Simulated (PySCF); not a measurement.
## Electronic structure of BiO (charge −1, triplet) in real space

```yaml
atoms:
  - { symbol: Bi, position_ang: [0.0000, 0.0000, -0.1438] }
  - { symbol: O, position_ang: [0.0000, 0.0000, 1.8782] }
```

Core potentials replace the inner electrons of Bi.

Method: PBE0/def2-SVPD, non-relativistic Hamiltonian with scalar-relativistic core potentials where named, at a bond length of 2.022 Å in PySCF 2.14.0.

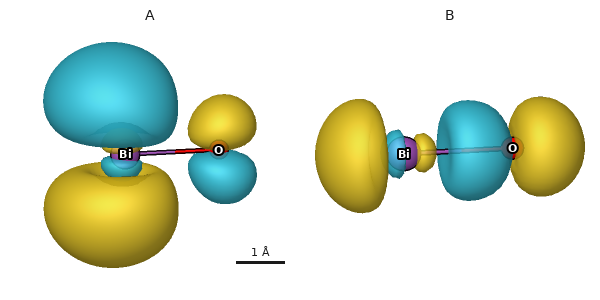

Figure 1. Two frontier α-spin orbitals, each drawn at the value that holds 80 % of its norm (yellow and cyan are the two phases), in no order; of a degenerate pair one member is drawn.

### Name the orbitals and rank them from lowest to highest energy.

Orbital B: σ, occupied in this spin, −2.57 eV; shared between the atoms (Bi 35 %, O 65 %).
Orbital A: π, occupied in this spin, 0.36 eV; mainly on Bi (80 %).

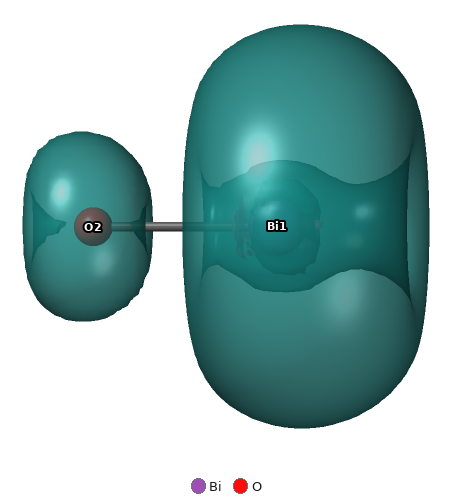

Figure 2. Isosurfaces of the spin density (α minus β) at +0.015 (teal) and −0.015 e/Å³ (pink), seen from one side.

### Describe the spin distribution.

The unpaired spin (2 electrons) lies mostly on Bi1 (about 1.5) and O2 (about 0.5), in electrons by Hirshfeld's partition.

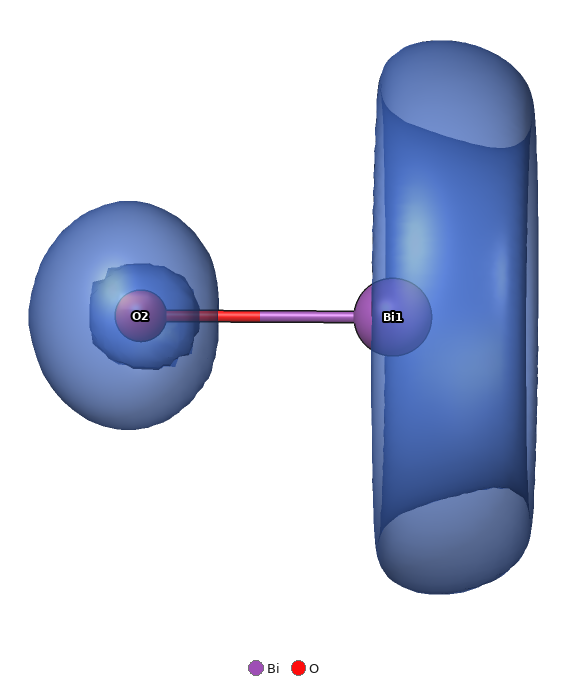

Figure 3. Isosurface of the electron localisation function at 0.75 (blue), seen from one side. Only the valence region is drawn (cores and ρ < 0.01 e/Å³ removed).

### Identify the bonds, lone pairs and shells in this picture.

The ELF exceeds this value in one region wrapped around Bi (its valence shell) and one region wrapped around O (its valence shell). Along the contacts the grid gives the following. Bi–O (2.02 Å): the ELF peaks at about 0.80 in the valence shell of O, 0.6 Å from its nucleus, and drops to about 0.15 between the two atoms.
